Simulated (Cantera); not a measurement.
Feed: 1 mol Fe(CO)5, 7.7 mol H2, 1.4 mol O2, equilibrated at 130 Pa.

Method: chemical equilibrium by Gibbs-energy minimisation in Cantera with the NASA 1993 tables (ideal gas, pure condensed phases). Candidate condensed phases: C, C6H6, C7H8, C8H18, Fe, Fe(CO)5, FeO, Fe(OH)2, Fe(OH)3, Fe2O3, Fe3O4, H2O; 114 gas species. Mutual solubility and eutectic melting of coexisting phases are not modelled. The tables' stoichiometric FeO is somewhat more stable than real wüstite, so its field is too wide. FeO: taken at fixed stoichiometry. Equilibrium is a limit: real reactors are often held back by kinetics, nucleation or transport.

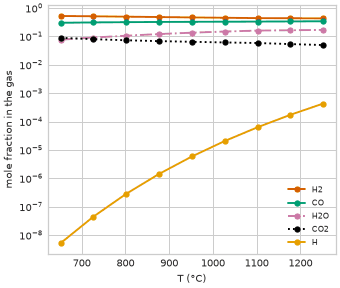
Equilibrium gas composition (values under 1e-9 drawn at 1e-9)

From 652 °C to 877 °C the condensed part is Fe(α) + FeO(s). From 952 °C to 1027 °C the condensed part is Fe(γ) + FeO(s). From 1102 °C to 1252 °C the condensed part is Fe(γ).
